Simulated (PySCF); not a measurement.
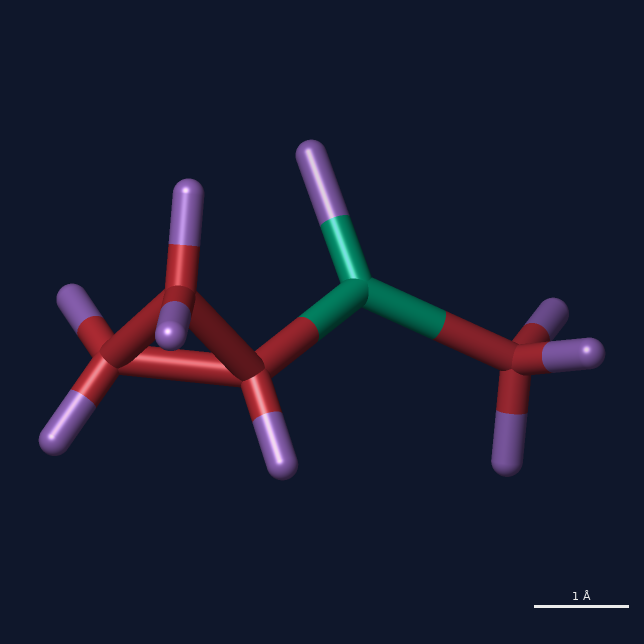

The picture shows a molecular structure as a stick model. Every bond is drawn as one stick, whatever its order. Colours: carbon red, aluminium teal, hydrogen purple.

Computed geometry: PBE0-D3(BJ)/def2-SVP optimisation. No frequency run is at hand to confirm it as a minimum.

Question: Give the formula.

Answer: C₄H₉Al, 14 atoms: 4 carbon, 9 hydrogen and 1 aluminium.

Question: Write the SMILES.

Answer: [CH3][AlH][CH]1CC1

The parts below concern this one geometry. Atoms keep their numbers from picture to picture.

**Geometry**

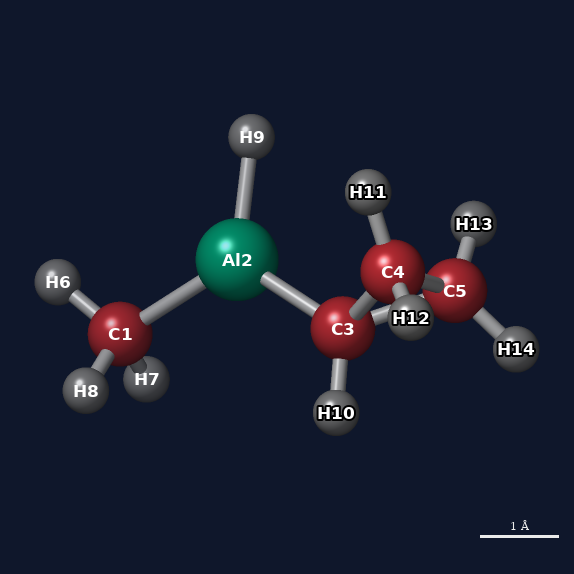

No frequency run is at hand to confirm it as a minimum.

What are the angles C1–Al2–H9, Al2–C1–H7, Al2–C3–C4, Al2–C3–C5, Al2–C3–H10, C3–C4–H11, C3–C4–H12, C3–C5–C4, C4–C3–C5, C4–C5–H13, C5–C4–H11, C5–C4–H12?

| angle | degrees |
| --- | --- |
| C1–Al2–H9 | 121.5 |
| Al2–C1–H7 | 110.4 |
| Al2–C3–C4 | 119.8 |
| Al2–C3–C5 | 119.8 |
| Al2–C3–H10 | 118.3 |
| C3–C4–H11 | 118.8 |
| C3–C4–H12 | 117.3 |
| C3–C5–C4 | 60.9 |
| C4–C3–C5 | 58.3 |
| C4–C5–H13 | 118.3 |
| C5–C4–H11 | 118.4 |
| C5–C4–H12 | 118.2 |

**NMR shielding**

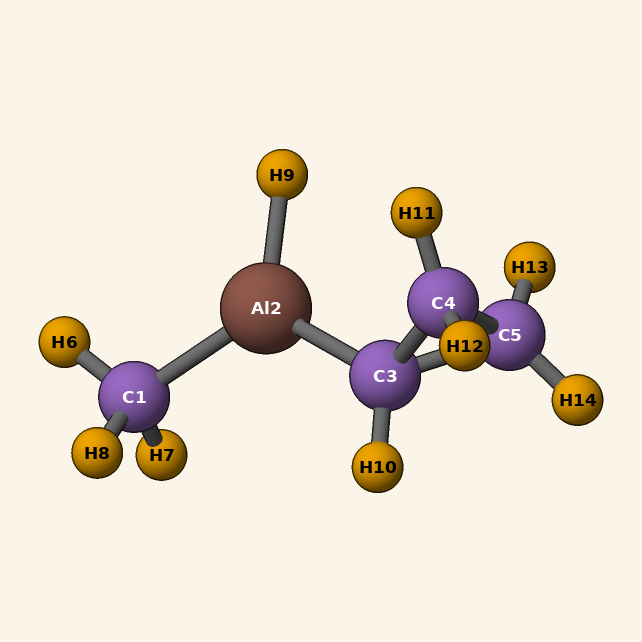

No frequency run is at hand to confirm it as a minimum. Method: GIAO PBE0/cc-pVTZ NMR shielding, non-relativistic, gas phase (PySCF 2.14.0). Principal shieldings σ11 ≤ σ22 ≤ σ33, span Ω = σ33 − σ11, skew κ = 3(σiso − σ22)/Ω.

Give the shielding tensors of the Al atoms.

```json
{"atom": "Al2", "σ11": "175.7", "σ22": "297.3", "σ33": "330.0", "σiso": "267.7", "Ω": "154.3", "κ": "−0.58"}
```

Shieldings and span in ppm.

**Dipole moment**

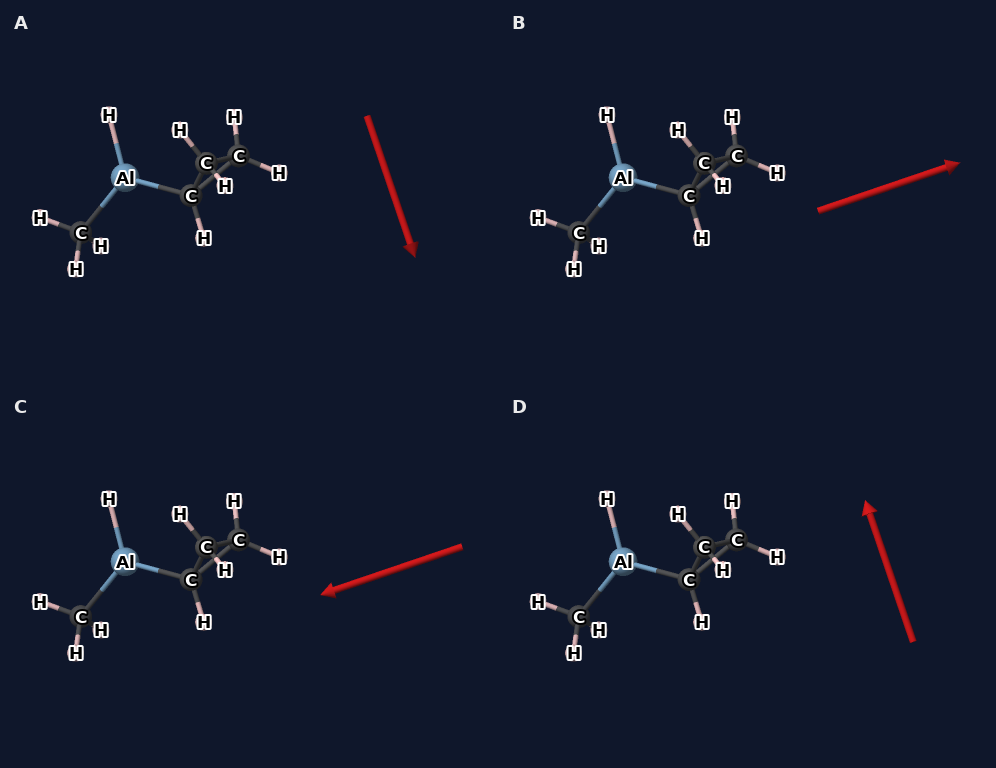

The same molecule four times, each with an arrow. No frequency run is at hand to confirm it as a minimum. Method: CAM-B3LYP/def2-SVPD, gas phase (PySCF 2.14.0).

Question: Which arrow points along the dipole moment, from the negative to the positive end?

Answer: A. The dipole moment is 0.78 D.

**Bond orders**

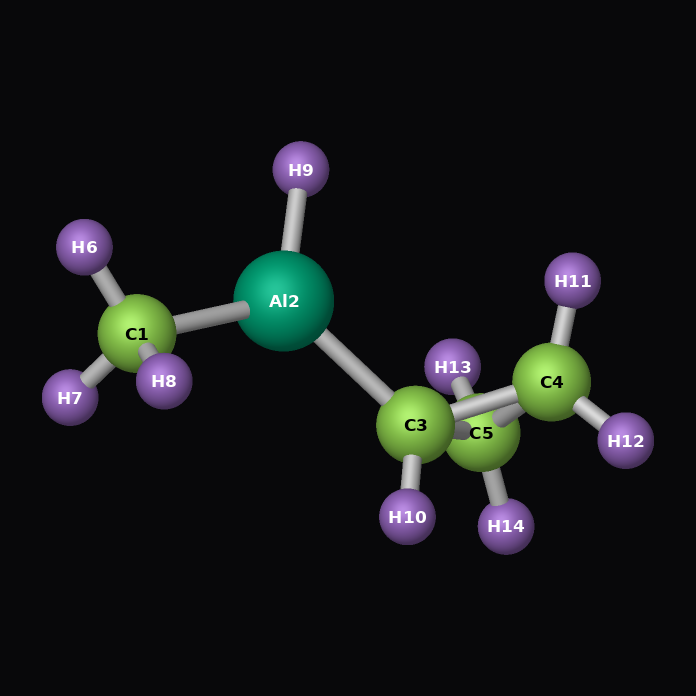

Every bond is drawn as one stick. No frequency run is at hand to confirm it as a minimum. Computed with PBE0/def2-TZVP (PySCF 2.14.0).

List the Mayer bond orders of C1–Al2, C1–H6, C1–H7, C1–H8, Al2–C3, Al2–H9, C3–C4, C3–C5, C3–H10, C4–C5, C4–H11, C4–H12, C5–H13, C5–H14. Atoms whose distances differ by more than 0.02 Å in this geometry are listed apart.

```csv
bond,Mayer order,length (Å)
C1–Al2,0.98,1.958
C1–H6,0.95,1.101
C1–H7,0.94,1.105
C1–H8,0.94,1.103
Al2–C3,0.96,1.940
Al2–H9,0.95,1.599
C3–C4,0.96,1.523
C3–C5,0.96,1.523
C3–H10,0.93,1.097
C4–C5,1.01,1.484
C4–H11,0.95,1.095
C4–H12,0.95,1.094
C5–H13,0.95,1.095
C5–H14,0.95,1.094
```
